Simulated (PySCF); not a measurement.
Excited-state calculation of C5H13PSi

C5H13PSi, SMILES C[SiH]1CCPCC1, computed with TDDFT PBE0/def2-SVPD, vertical, gas phase, core orbitals frozen in the response (PySCF 2.14.0).

The geometry comes from this level: GFN2-xTB.

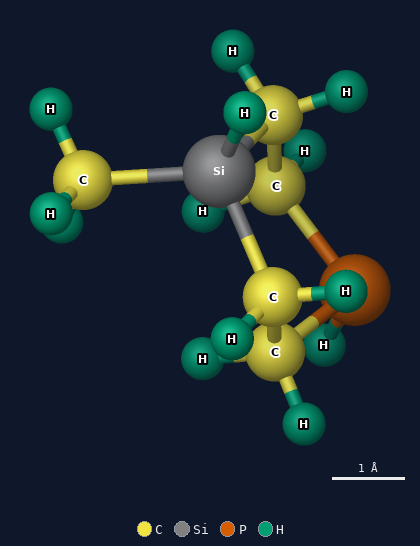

Figure 1. The structure as given in the input (ball-and-stick view, seen at an oblique angle).

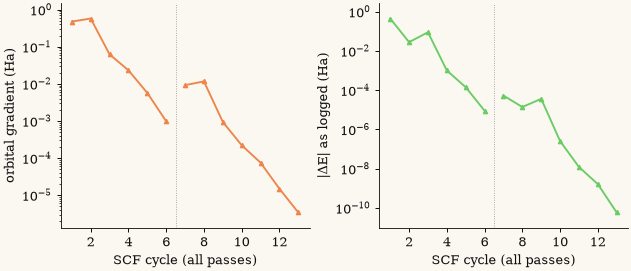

Figure 2. Convergence of the self-consistent field: orbital gradient and size of the energy change against the SCF cycle. The dotted line marks the change from a coarse to the final integration grid. The first 6 cycles use a coarse grid, the final grid takes over at cycle 7, and the field converges after 13 cycles in all.

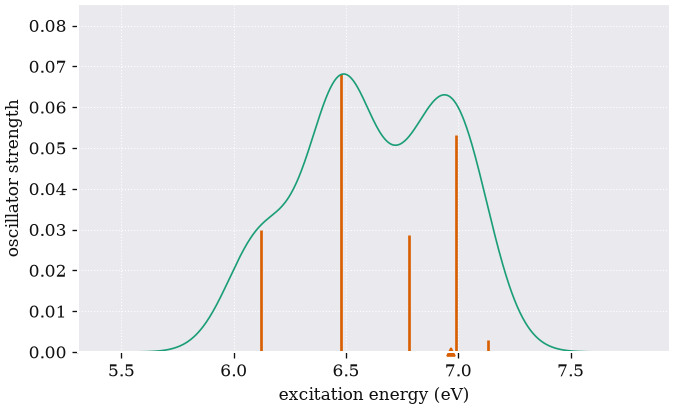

Figure 3. Computed excitations as sticks (degenerate states added up, dark ones marked on the axis), with a Gaussian envelope of 0.35 eV full width at half maximum, scaled to the tallest. Of the 6 states the lowest lies at 6.12 eV (f = 0.030); the strongest line is at 6.48 eV, or 191 nm (f = 0.068).

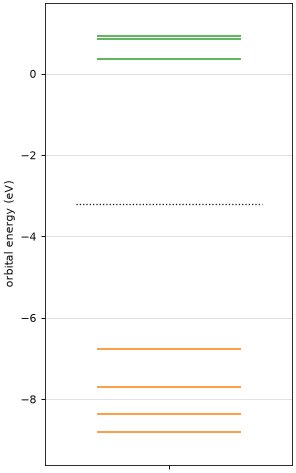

Figure 4. Orbital energies near the frontier; the dotted line parts filled from empty levels, and levels within 0.02 eV of each other stand side by side. Highest filled −6.78 eV, lowest empty 0.37 eV, 7.15 eV apart.

These pictures come from the run below.

### The input
```
{"job": {"kind": "uv", "xc": "PBE0", "basis": "def2-SVPD", "nstates": 6, "ntriplets": 2}, "charge": 0, "multiplicity": 1}
C     -2.317253     0.247397     0.253168
Si    -0.960138    -0.112852    -1.033405
C      0.254911     1.356740    -1.121318
C      1.205308     1.387869     0.073309
P      2.290535    -0.123519     0.095179
C      1.006954    -1.363665     0.622267
C      0.035405    -1.658218    -0.518326
H     -2.875977     1.140273    -0.011042
H     -3.024611    -0.574082     0.312182
H     -1.908518     0.399361     1.248430
H     -1.556895    -0.334628    -2.360704
H      0.847137     1.285666    -2.035591
H     -0.288328     2.302273    -1.175378
H      1.869414     2.256175     0.010928
H      0.649224     1.455771     1.013030
H      2.783299     0.101660     1.393473
H      1.541399    -2.273956     0.913700
H      0.473995    -0.989756     1.501442
H     -0.635607    -2.466047    -0.219885
H      0.604599    -2.025783    -1.374192
```

The first line tells a small driver script what to run in PySCF; the rest is the geometry in Å.

Command:
```bash
OMP_NUM_THREADS=1 python <driver script> task.json out
```

### Log
```
coarse grid: 16744 points
cycle   1  E = -828.2369787639  dE =  4.463e-01  |g| = 4.774e-01  |ddm| = 5.896e+00
cycle   2  E = -828.2090983083  dE =  2.788e-02  |g| = 5.767e-01  |ddm| = 1.363e+00
cycle   3  E = -828.2980836032  dE = -8.899e-02  |g| = 6.237e-02  |ddm| = 7.228e-01
cycle   4  E = -828.2990873521  dE = -1.004e-03  |g| = 2.321e-02  |ddm| = 1.667e-01
cycle   5  E = -828.2992286413  dE = -1.413e-04  |g| = 5.694e-03  |ddm| = 3.941e-02
cycle   6  E = -828.2992375851  dE = -8.944e-06  |g| = 9.817e-04  |ddm| = 1.198e-02
final grid: 149728 points
cycle   7  E = -828.4026730054  dE = -5.299e-05  |g| = 9.222e-03  |ddm| = 1.594e-01
cycle   8  E = -828.4026591809  dE =  1.382e-05  |g| = 1.167e-02  |ddm| = 2.674e-02
cycle   9  E = -828.4026952443  dE = -3.606e-05  |g| = 9.428e-04  |ddm| = 1.445e-02
cycle  10  E = -828.4026954985  dE = -2.542e-07  |g| = 2.216e-04  |ddm| = 2.394e-03
cycle  11  E = -828.4026955107  dE = -1.218e-08  |g| = 7.519e-05  |ddm| = 4.692e-04
cycle  12  E = -828.4026955123  dE = -1.626e-09  |g| = 1.489e-05  |ddm| = 1.684e-04
cycle  13  E = -828.4026955124  dE = -5.844e-11  |g| = 3.419e-06  |ddm| = 3.384e-05
converged SCF energy = -828.4026955124

Static polarisability (au): isotropic 107.337, principal 95.892 106.983 119.136

Singlet excitations
state   eV       nm        f      main configurations
  1   6.1201    202.6   0.02984   H->L 0.94
  2   6.4774    191.4   0.06814   H->L+1 0.95
  3   6.7785    182.9   0.02859   H->L+2 0.86, H->L+5 0.09
  4   6.9663    178.0   0.00022   H-1->L 0.95
  5   6.9893    177.4   0.05315   H->L+3 0.90
  6   7.1304    173.9   0.00306   H->L+4 0.96

Triplet excitations (Tamm-Dancoff, eV): 5.1773 5.4322
```

### Results in brief

- outcome: converged
- total energy: −828.402696 hartree
- HOMO: −6.78 eV
- LUMO: 0.37 eV
- dipole moment: 1.46 D
- mean polarisability: 107.34 a.u.
- lowest singlet excitation: 6.12 eV
- hardware: 1 CPU thread, shared host
- wall time: 66 s
- peak memory: 1 GiB
